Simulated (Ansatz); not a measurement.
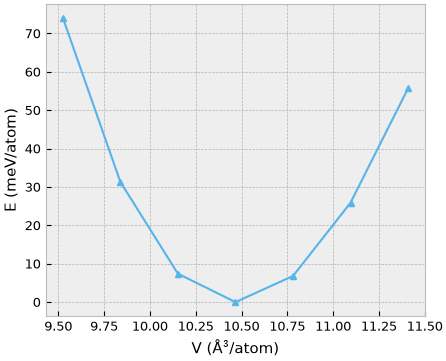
Fig. 1. Si$_{3}$N$_{4}$ in space group P6_3/m (No. 176; Si on 6h, N on 2c, N on 6h) under volume change, DFT-PBEsol in the program Ansatz with PAW potentials, shape and atoms relaxed at each volume.

**Question.** What does a third-order Birch–Murnaghan fit give for V₀, B₀ and B′?

**Answer.** V₀ = 10.47 Å³/atom, B₀ = 241 GPa, B′ = 3.7.

The cell was relaxed with PBEsol under the symmetry of its start; of distortions, only those at the zone centre were tested.

Potentials: the later of the program's two PAW sets.
